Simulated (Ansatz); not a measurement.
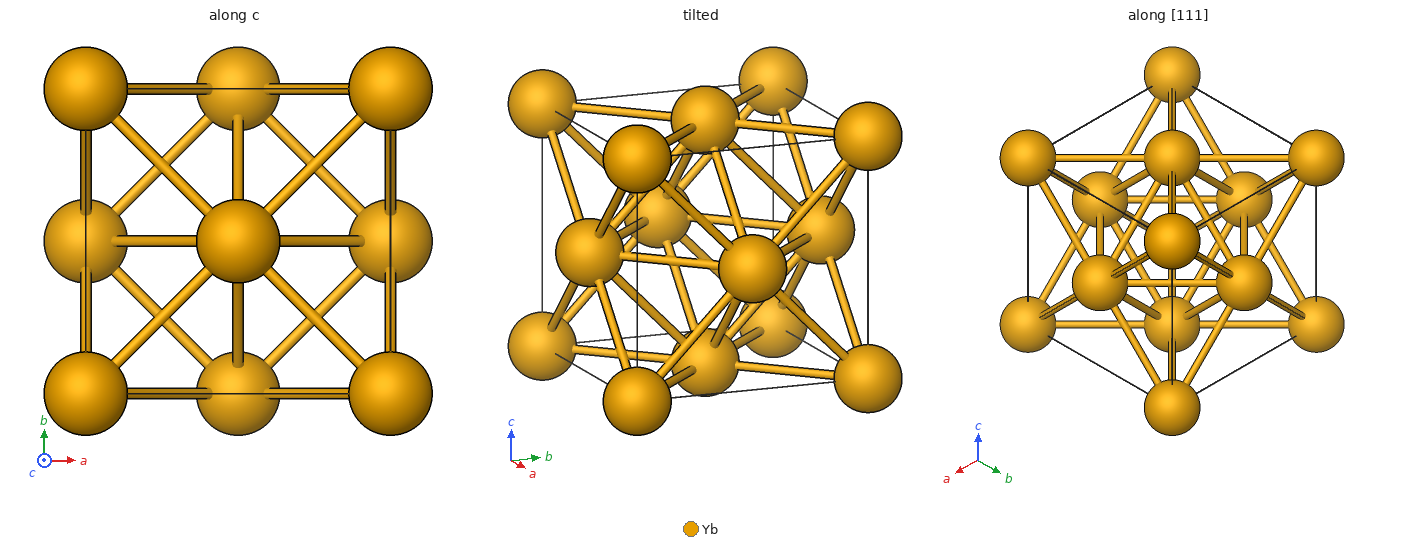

The image is a ball-and-stick drawing of a crystal, viewed along the c axis, slightly off an axis and along [111]. One conventional unit cell is outlined, and atoms on its boundary appear in each equivalent place.

Edges and angles: a = 5.075 Å, b = 5.075 Å, c = 5.075 Å, α = 90.00°, β = 90.00°, γ = 90.00°.

Determine the atoms per cell.

4 (ytterbium), counting shared atoms by their share.

What kind of lattice is this?

Face-centred cubic.

Which of the 230 space groups is it?

Fm-3m (No. 225), with Yb on 4a.

Identify the structure type.

Face-centred cubic (Cu type).

How do the bonded atoms link up through the crystal?

The bonds build a three-dimensional framework.

Source of the structure: the standard structure of this element. Earlier steps of the study may have refined or changed the cell and positions. It was set up as input for a calculation with Ansatz.
